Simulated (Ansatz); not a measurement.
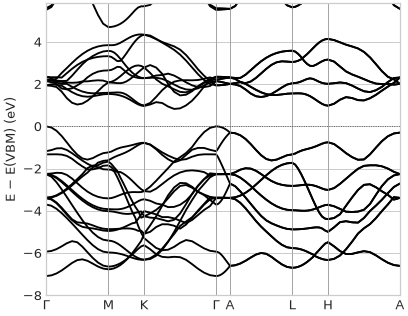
Fig. 1. Band structure from the program Ansatz at the PBE+D3(BJ) level (PAW)

Question: Read off the gap and where the band edges lie.

Answer: About 0.8 eV (0.82 eV by a search for the band edges); maximum at Γ, minimum on the K–Γ line, 44 % of the way from K.

The material is MoS2 in space group P6_3/mmc (No. 194; Mo on 2b, S on 4f).

The first step of the workflow began from a Materials Project structure, measured or hypothetical. Its sites differ from those of the usual phase in this space group: another stacking or structure type. Symmetry was held in the PBE+D3(BJ) relaxation; whether a distortion lowers the energy is not shown. No spin polarisation was allowed. Scalar-relativistic: spin–orbit coupling is off unless named, which matters more the heavier the elements.

Potentials: the later of the program's two PAW sets.
